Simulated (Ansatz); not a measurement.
Input file:

```
basis:
  gaussian:
    orbitals: def2-SVPD
crystal:
  periodic: [false, false, false]
  atoms:
    - {symbol: C, position_ang: [-1.928908, 1.196888, 0.335567]}
    - {symbol: C, position_ang: [-0.525654, 1.177669, 0.843622]}
    - {symbol: C, position_ang: [0.125538, 2.108527, 1.579028]}
    - {symbol: C, position_ang: [1.569161, 1.749093, 1.817661]}
    - {symbol: C, position_ang: [1.617591, 0.258432, 1.438993]}
    - {symbol: C, position_ang: [0.423198, 0.060853, 0.489849]}
    - {symbol: Cl, position_ang: [1.333248, -0.769368, 2.914179]}
    - {symbol: Cl, position_ang: [0.981641, 0.265415, -1.256836]}
    - {symbol: H, position_ang: [-2.499184, 0.315935, 0.700667]}
    - {symbol: H, position_ang: [-2.466673, 2.113505, 0.643562]}
    - {symbol: H, position_ang: [-1.931784, 1.141585, -0.773965]}
    - {symbol: H, position_ang: [-0.327316, 3.047427, 1.932007]}
    - {symbol: H, position_ang: [1.921603, 1.921923, 2.853919]}
    - {symbol: H, position_ang: [2.236716, 2.334602, 1.144229]}
    - {symbol: H, position_ang: [2.572672, -0.084696, 1.003897]}
    - {symbol: H, position_ang: [0.000933, -0.960123, 0.534487]}
total_charge: 0
hamiltonian:
  xc: pbe0
output: {forces: true, orbitals: {seedname: orbitals}}
```

Launched as:

```sh
ansatz run input.yaml --threads 4 --pin off --max-ram 7830MiB --events-out events.jsonl --progress --plain --runs-dir runs
```

Geometry: PBE-D3(BJ)/def2-SVP.

Method: isolated molecule in a Gaussian basis; Kohn-Sham density functional theory, functional PBE0 (Ansatz).

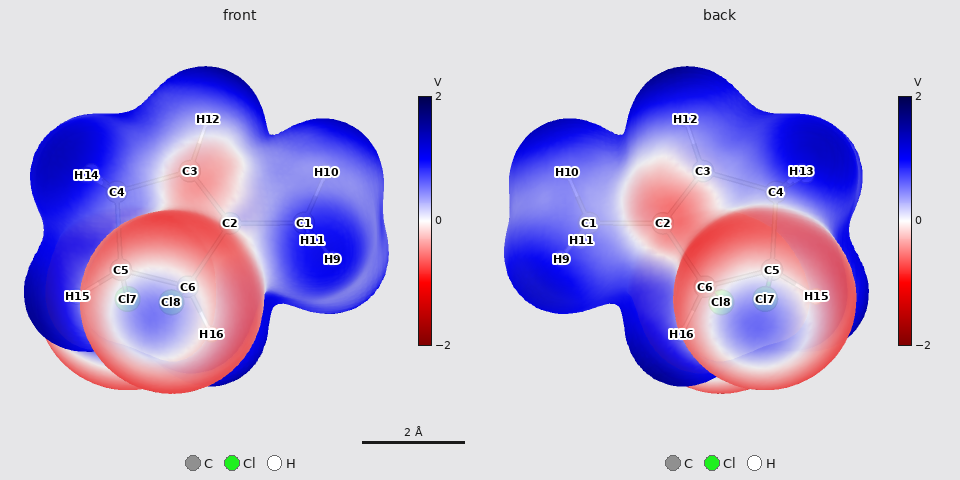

C₆H₈Cl₂. The electrostatic potential painted on the density surface at 0.004 e/bohr³, seen from the front and from behind; the colour scale runs from red (negative) to blue (positive).

Which sites attract a positive test charge, and which a negative one?

A positive charge is drawn to the negative regions and a negative charge to the positive ones. The most negative region (about −0.7 V, or −16 kcal/mol for a unit charge) lies over Cl7 and Cl8, the most positive (about +1.5 V, or +35 kcal/mol for a unit charge) over H12, H15 and H16. Cl7 shows a σ-hole: about +0.6 V, or +14 kcal/mol for a unit charge at the tip opposite its bond, against about −0.5 V, or −12 kcal/mol for a unit charge on its flanks. Cl8 shows a σ-hole: about +0.5 V, or +12 kcal/mol for a unit charge at the tip opposite its bond, against about −0.6 V, or −14 kcal/mol for a unit charge on its flanks.

What dipole moment does the calculation give?

Its dipole moment is 1.73 D.
